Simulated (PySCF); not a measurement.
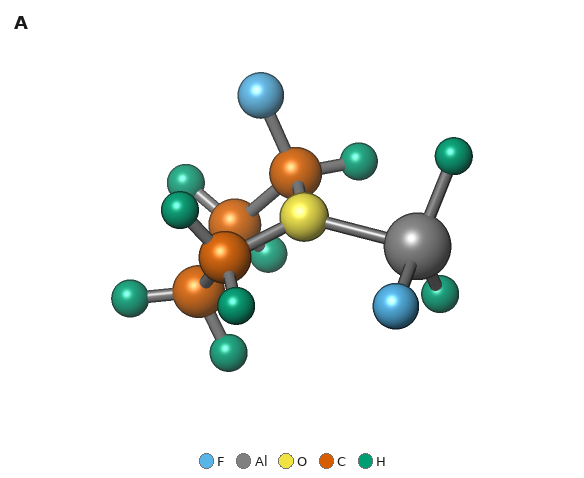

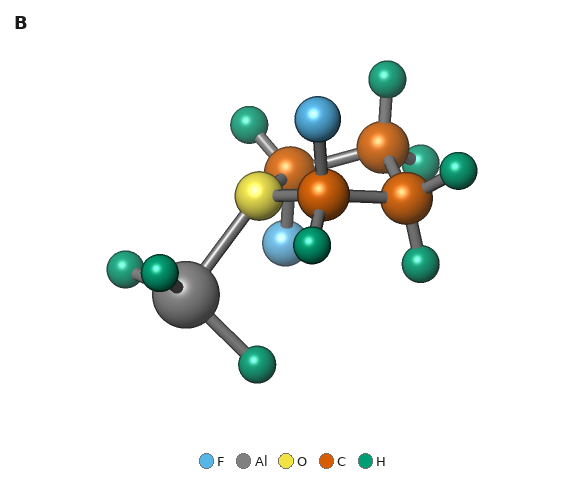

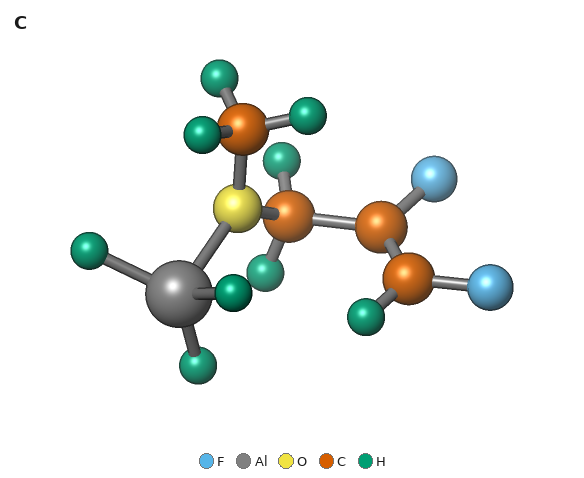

3 stationary structures of one formula. Geometries: GFN2-xTB. Electronic energies: PBE0/pcSseg-1 (PySCF 2.14.0), without zero-point energy. No frequency run is at hand to confirm each as a minimum. Each is one conformer, not always the lowest.

**How are they related?**

They are constitutional isomers of C4H9AlF2O: A `[F][AlH2-][O+]1CCC[C@H]1F`, B `F[C@@H]1CC[C@@H](F)[O+]1[AlH3-]`, C `C[O+]([AlH3-])C/C(F)=C/F`.

**Rank them by energy, lowest first.**

A is lowest; B lies 237.4 kJ/mol above it, C lies 404.1 kJ/mol above it.

The geometry is semi-empirical. Around Al such bond lengths and angles can be off by a tenth of an ångström or more and by several degrees, and values that hang on the shape move with them.
